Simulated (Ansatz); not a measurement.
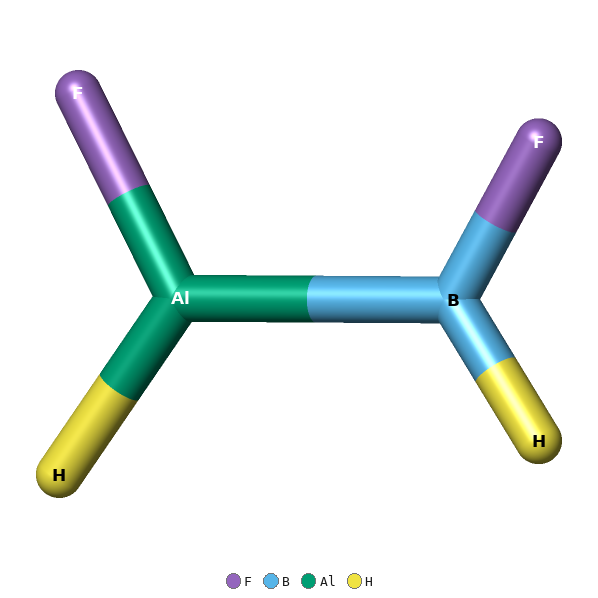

Computed geometry: PBE-D4/def2-SVP optimisation. No frequency run is at hand to confirm it as a minimum. Properties computed with RKS PBE-D4/def2-SVP (Ansatz 0.2.0).

### What is the dipole moment?

1.56 D.
